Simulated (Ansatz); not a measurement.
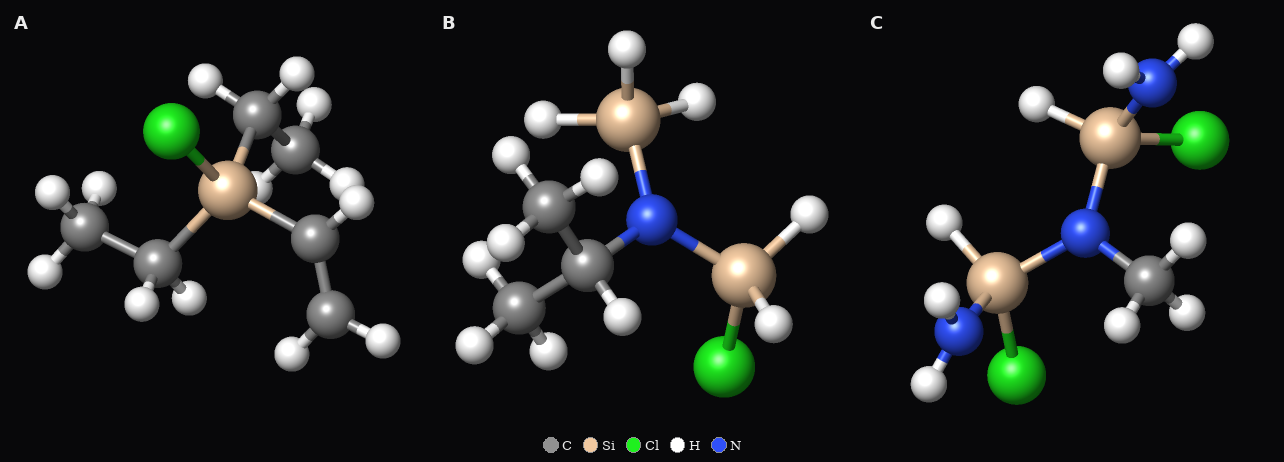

Source: calculation with Ansatz.

> Match each picture to its SMILES.
(1) CC(C)N([SiH3])[SiH2]Cl
(2) C=C[Si](Cl)(CC)CC
(3) CN([Si@H](N)Cl)[Si@@H](N)Cl

A is (2), B is (1), C is (3).
